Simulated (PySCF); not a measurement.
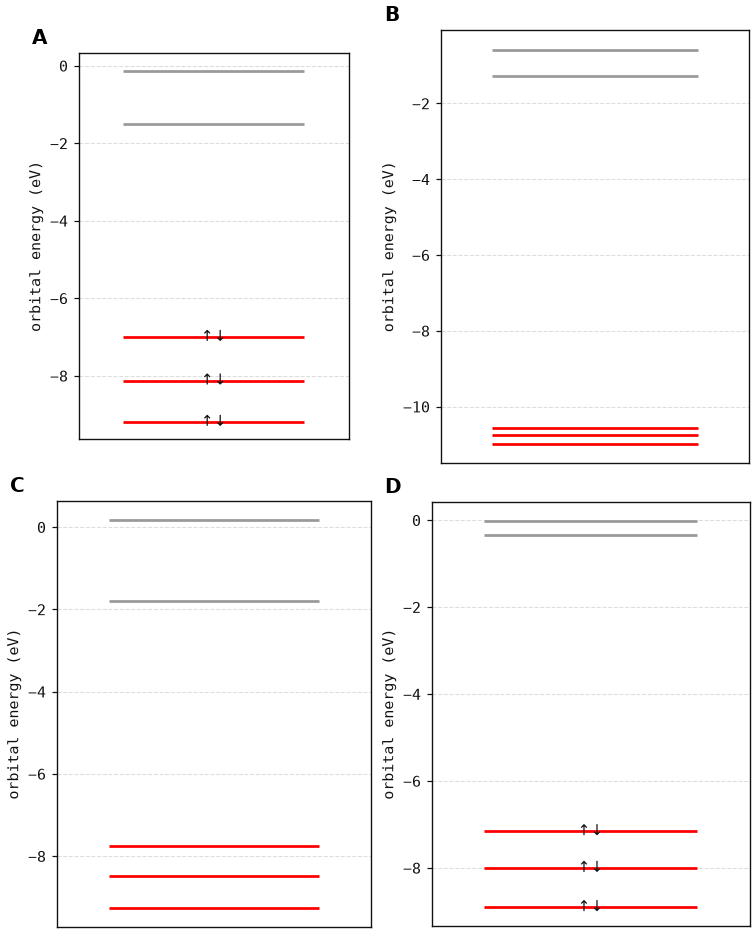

Kohn-Sham orbital energies near the frontier, PBE0/def2-SVPD in PySCF, at a GFN2-xTB geometry (no frequency check), isolated molecule; empty levels in grey, levels within 0.03 eV side by side.

Question: Which panel belongs to which molecule?
1. C₅H₆ClFO₂, SMILES O=C(O)/C(=C/Cl)CCF
2. C₅H₂F₄N₂, SMILES N#C[C@@H](F)[C@@H](C#N)C(F)(F)F
3. C₅H₆Cl₂O, SMILES ClC1=C(Cl)COCC1
4. C₄H₅FOS, SMILES C=C(F)SCC=O

Answer: A: 4 (HOMO −7.00 eV, LUMO −1.50 eV)
B: 2 (HOMO −10.57 eV, LUMO −1.28 eV)
C: 1 (HOMO −7.75 eV, LUMO −1.80 eV)
D: 3 (HOMO −7.16 eV, LUMO −0.35 eV)

Caveats, for all or some of the runs: empty levels above zero depend strongly on the basis; one conformer of a flexible molecule; the tight-binding geometry is rougher than a DFT one and adds to the error.
